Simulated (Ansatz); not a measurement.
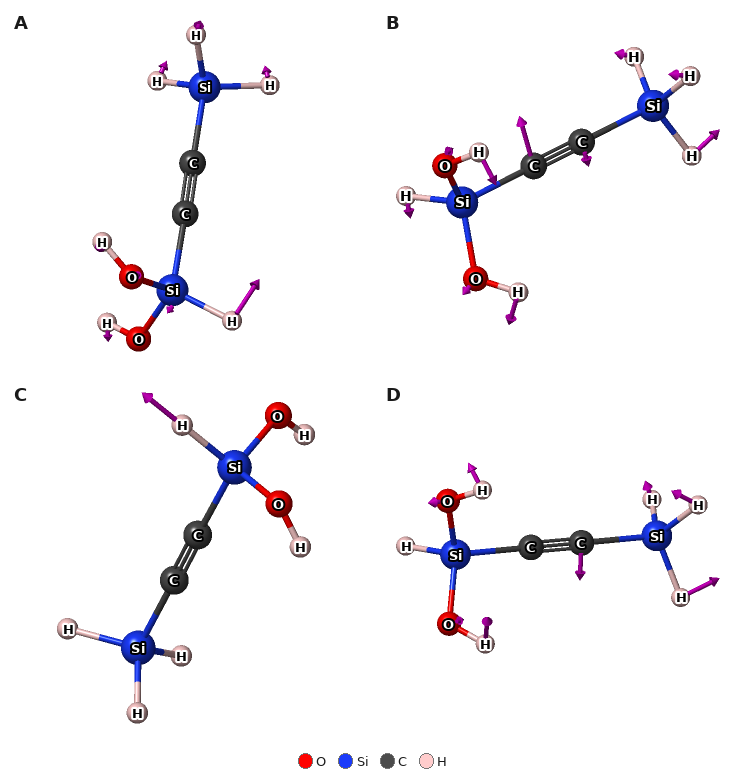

4 normal modes of one molecule or complex, as arrows. Harmonic vibrations computed with RKS PBE0-D4/def2-TZVP (Ansatz 0.2.0) at a stationary point of the same level.

Question: Match the panels to the wavenumbers 228 cm⁻¹, 417 cm⁻¹, 858 cm⁻¹, 2315 cm⁻¹.

Answer: A: 858 cm⁻¹
B: 417 cm⁻¹, C–Si–O bending
C: 2315 cm⁻¹, Si–H stretching
D: 228 cm⁻¹
